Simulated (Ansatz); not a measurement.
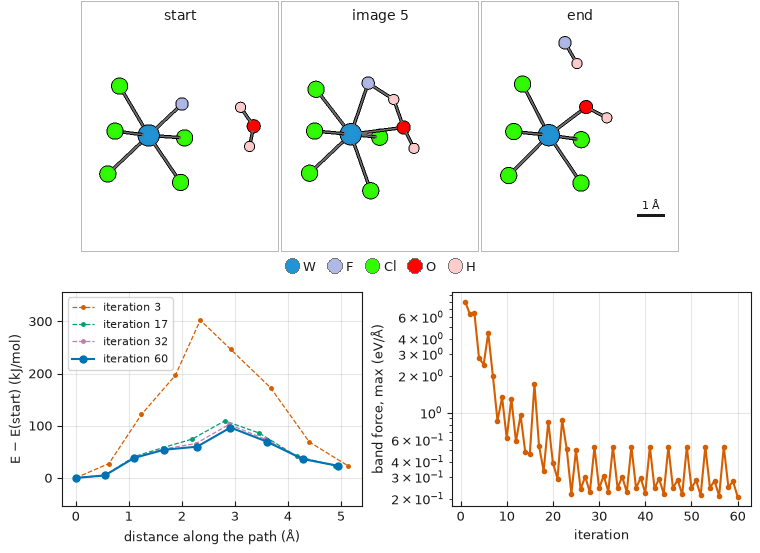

A nudged-elastic-band calculation for WH2OCl5F, made up at the start of WCl₅F and H2O. Images are numbered from 0 (start) to 8 (end). The plot follows the band through its iterations. A ball-and-stick model, seen at a tilt.

Computed with RKS PBE/def2-SVP (Ansatz 0.2.0). Run with 7 movable images; climbing image; force threshold 0.05 eV/Å; iteration limit 60; optimiser L-BFGS; starting path through a guess of the saddle point.

> How did the profile develop, and is the result final?

The result isn't final. The band hadn't converged when the run stopped after 60 iterations. The largest component of the band force went from 8 to 0.21 eV/Å. The barrier read from it is provisional, though the highest image hardly moved in the last two iterations. The first iteration put the highest image at 839.9 kJ/mol. The energy climbs by 96.6 kJ/mol to image 5 and then falls by 73.5 kJ/mol, so the end point sits at +23.1 kJ/mol.

Limits of the set-up: the start holds two separate molecules, 2.2 Å apart at their closest, whose relative position is a soft coordinate and is computed without a dispersion correction.

Cost: 15 min on 4 threads of Intel(R) Xeon(R) CPU @ 2.60GHz (Ice Lake), on a shared host, peak memory 0.33 GiB.
